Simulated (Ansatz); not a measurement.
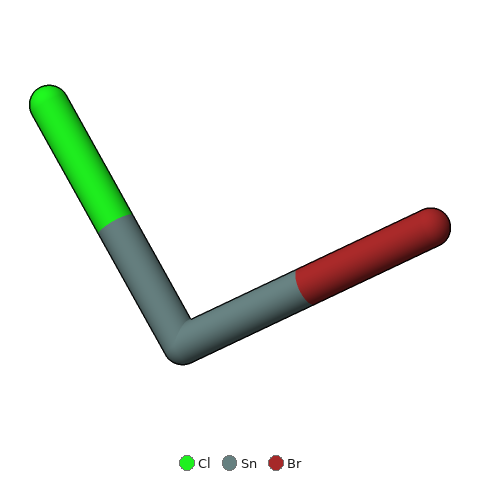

Computed geometry: PBE0-D4/def2-TZVP optimisation. No frequency run is at hand to confirm it as a minimum.

Give the structural formula.

SMILES: [Cl][Sn][Br]

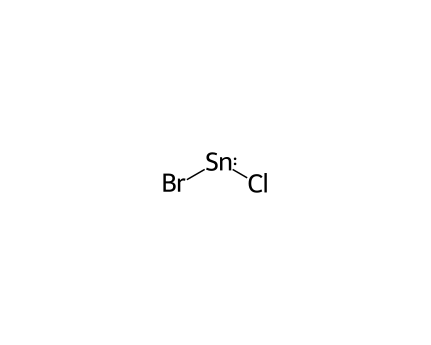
